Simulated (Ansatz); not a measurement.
# Phonon calculation of BH$_{5}$F$_{2}$

The run: phonon calculation of BH$_{5}$F$_{2}$. Method and program: RKS PBE0-D4/def2-TZVP (Ansatz 0.2.0).

The geometry is the reactant side of a reaction. The reaction was set up to form B1–F6, H5–F8 and H2–H7 and to break B1–H2, H5–F6 and H7–F8 (atoms counted from 1 in the order of the input); sticks are drawn by distance alone. The geometry comes from this level: PBE0-D4/def2-TZVP. Figures and captions count atoms from 1; the log counts them from 0 in places.

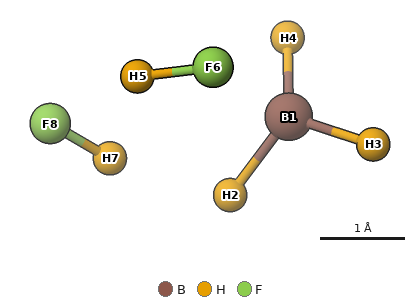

Fig. 1: The input geometry (ball-and-stick view, seen at a tilt; atoms are numbered from 1 in the order of the input).

Input file:
```yaml
crystal:
  periodic: [false, false, false]
  atoms:
    - {symbol: B, position_ang: [-0.570221, 0.085078, -0.761584]}
    - {symbol: H, position_ang: [0.324253, -0.752991, -0.774289]}
    - {symbol: H, position_ang: [-0.628497, 0.728090, -1.763518]}
    - {symbol: H, position_ang: [-1.574576, -0.225058, -0.191631]}
    - {symbol: H, position_ang: [0.533964, 0.672325, 1.007882]}
    - {symbol: F, position_ang: [0.107328, 1.235773, 0.352824]}
    - {symbol: H, position_ang: [0.757749, -1.047690, 0.647315]}
    - {symbol: F, position_ang: [1.049998, -0.695428, 1.483102]}
basis:
  gaussian: {orbitals: def2-TZVP}
hamiltonian: {xc: pbe0, dispersion: d4}
phonons: {temperatures: {t_min: 298.15, t_max: 900, t_step: 200}}
```

Run on 2 CPU threads, shared host.

The program's output:
```
Functional definition: PBE0
  name "PBE0"
  cite "Adamo & Barone, J. Chem. Phys. 110, 6158 (1999) doi:10.1063/1.478522"
  cite "Perdew, Burke & Ernzerhof, Phys. Rev. Lett. 77, 3865 (1996) doi:10.1103/PhysRevLett.77.3865"
  parent pbe
  parameter a = 0.25
  parameter kappa = 0.804
  parameter beta = 0.06672455060314922
  exchange = (1 - a)*pbe_x(kappa = kappa, mu = beta*pi^2/3) + a*exact_x
  correlation = pbe_c(beta = beta)
701 factors; their error is unknown
mean field evaluation 1: about -6184.9356 eV, gradient 3.5e1 eV
mean field evaluation 2: about -6184.9856 eV, gradient 3.9e1 eV
mean field evaluation 4: about -6187.1978 eV, gradient 9.0e-1 eV
mean field evaluation 8: about -6187.2022 eV, gradient 1.9e-2 eV
mean field evaluation 16: about -6187.2200 eV, gradient 3.1e-5 eV
mean field -6187.22004936 eV, -227.3761429657 hartree, gradient 3.1e-5 eV, S^2 0.000000; 0 other end points of the search recorded, 0 dependent functions left out
the calculation of the forces begins
reference -6187.22007410 eV, -227.3761438748 hartree; 14, 14 occupied and 109, 109 virtual orbitals, 701 factors
these checks for a lower state are left out or cut short: stability, starts, cluster_reference, orbital_swaps, neighbouring_geometries, increment
701 factors; their error is unknown
mean field -6187.21994558 eV, -227.3761391519 hartree, gradient 2.9e-6 eV, S^2 0.000000; 0 other end points of the search recorded, 0 dependent functions left out
[... from here on the field's lines of each further geometry are left out, up to the last ...]
the calculation of the forces begins
reference -6187.21996422 eV, -227.3761398366 hartree; 14, 14 occupied and 109, 109 virtual orbitals, 701 factors
these checks for a lower state are left out or cut short: stability, starts, cluster_reference, orbital_swaps, neighbouring_geometries, increment
701 factors; their error is unknown
mean field evaluation 352: about -6187.2199 eV, gradient 2.9e-6 eV
mean field -6187.21992207 eV, -227.3761382879 hartree, gradient 2.9e-6 eV, S^2 0.000000; 0 other end points of the search recorded, 0 dependent functions left out
the calculation of the forces begins
reference -6187.21994681 eV, -227.3761391968 hartree; 14, 14 occupied and 109, 109 virtual orbitals, 701 factors
Total energy: -6187.27657988 eV, -227.3782204238 hartree
Atom 0 at    -0.570221     0.085078    -0.761584 Å, force     0.002026    -0.004117    -0.001366 eV/Å
Atom 1 at     0.324253    -0.752991    -0.774289 Å, force    -0.001766     0.001622    -0.000298 eV/Å
Atom 2 at    -0.628497     0.728090    -1.763518 Å, force    -0.000450     0.000468    -0.000014 eV/Å
Atom 3 at    -1.574576    -0.225058    -0.191631 Å, force     0.000028     0.000241     0.000008 eV/Å
Atom 4 at     0.533964     0.672325     1.007882 Å, force    -0.000582     0.000248     0.000397 eV/Å
Atom 5 at     0.107328     1.235773     0.352824 Å, force     0.000213     0.003103     0.000381 eV/Å
Atom 6 at     0.757749    -1.047690     0.647315 Å, force    -0.001292    -0.000358    -0.000332 eV/Å
Atom 7 at     1.049998    -0.695428     1.483102 Å, force     0.001822    -0.001208     0.001224 eV/Å
Dipole moment:     0.193243    -0.088123     0.178947 e Å
Vibrations: 118.23 234.09 322.66 390.25 536.22 728.27 765.48 831.71 889.38 1142.94 1157.81 1200.55 1251.43 2373.25 2593.84 2683.13 3275.62 3552.93 cm⁻¹, zero-point energy 1.490774 eV
```

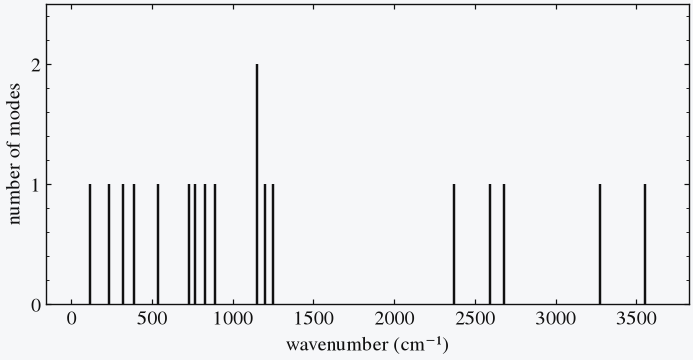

Fig. 2: Harmonic vibrational wavenumbers from the force constants; neighbouring modes closer than 16 cm⁻¹ are counted in one stick. 18 modes from 118 to 3553 cm⁻¹, none imaginary.

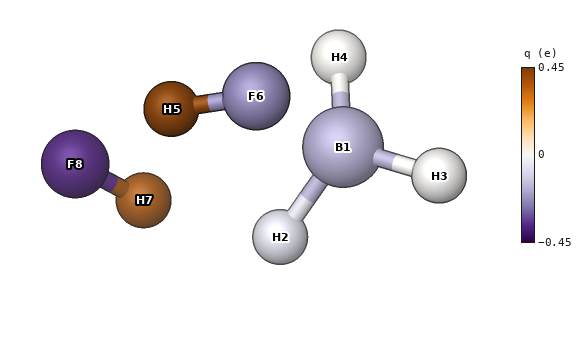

Fig. 3: Mulliken charges, as the colour of each atom (ball-and-stick view, seen at an oblique angle; atoms are numbered from 1 in the order of the input). By element: B −0.18, H −0.06 to +0.43 and F −0.37 to −0.23 e.

Summary:

```json
{"quantity": "outcome", "value": "converged"}
{"quantity": "total energy", "value": "−6187.2766 eV"}
{"quantity": "mean-field energy", "value": "−6187.2201 eV"}
{"quantity": "dispersion energy", "value": "−0.0565 eV"}
{"quantity": "largest force (length of the vector)", "value": "0.005 eV/Å"}
{"quantity": "dipole moment", "value": "1.33 D"}
{"quantity": "wall time", "value": "44 s (CPU time 81 s)"}
{"quantity": "peak memory", "value": "0.22 GiB"}
```
